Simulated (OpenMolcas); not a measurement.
**BF2 (SMILES F[B]F): methods side by side**

BF2 has 3 atoms, charge 0, and is taken as a doublet. As SMILES, `F[B]F`. The shape is that of a PBE0-D4/def2-TZVP optimisation.

```tsv
atom	x (Å)	y (Å)	z (Å)
F	0.5131	-1.0443	0.1600
B	0.2790	0.2405	0.1813
F	-0.8029	0.7389	-0.3546
```

Each level gives the energy change with the F1–B2 bond stretched from 1.306 to 2.286 Å (eV). The values are calculated.

```csv
level,kind,program,value (eV),less FCI/STO-3G,CPU time (all runs)
UHF/STO-3G,Hartree–Fock,OpenMolcas,3.74,-0.12,3.5 s
UPBE/STO-3G,GGA,OpenMolcas,4.77,+0.91,7.8 s
U-r2SCAN/STO-3G,meta-GGA,OpenMolcas,4.85,+0.99,11 s
UPBE0/STO-3G,global hybrid,OpenMolcas,4.86,+1.00,8.1 s
"CASSCF(3,3)/STO-3G",multireference,OpenMolcas,3.46,-0.40,3.2 s
"MRCI(3,3)/STO-3G",multireference,OpenMolcas,3.93,+0.07,4 s
FCI/STO-3G,exact in the basis,OpenMolcas,3.86,0.00,61 s
```

FCI/STO-3G is exact within its basis and frozen core, so for wave-function methods in that basis the difference is their error; functionals converge differently with the basis, so for them it is only a difference. The first shape isn't each level's own minimum. The values span 3.46 to 4.86 eV. Spin contamination of the reference (⟨S²⟩ at least 0.1 too high) touches UHF/STO-3G. All rows use very small basis sets, so even the best lies far from the true value. CPU times are rough (shared hosts, several kinds of processor): they show what a rung costs within a factor of a few.

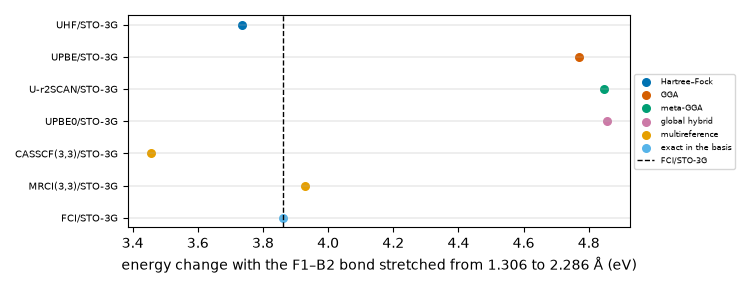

The values of the table, level by level.
